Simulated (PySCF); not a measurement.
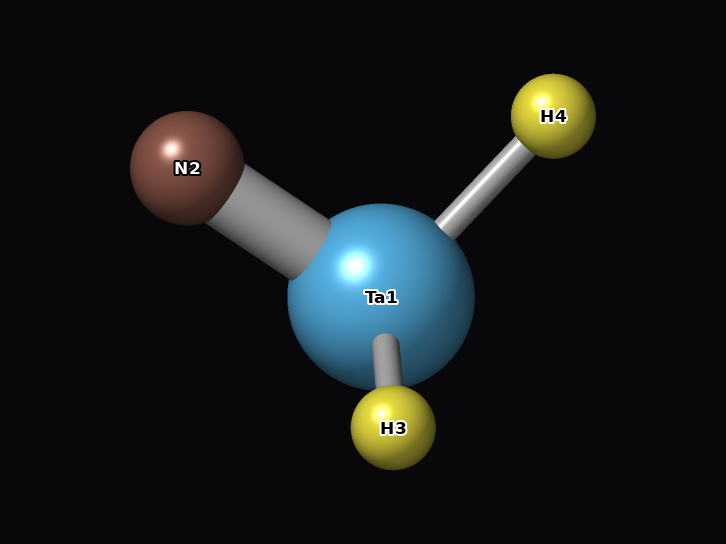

The thickness of each stick grows with its Mayer bond order. Charge 0, singlet. The computed structure is the end point of a PBE0/def2-TZVP with core potentials optimisation. Method: PBE0/def2-TZVP, core potentials on Ta (PySCF 2.14.0).

List the Mayer bond orders of Ta1–N2, Ta1–H3 (one bond of each equivalent set).

```csv
bond,Mayer order,length (Å)
Ta1–N2,3.05,1.679
Ta1–H3,0.98,1.774
```

The search tried a few shapes and spins; others may lie lower.
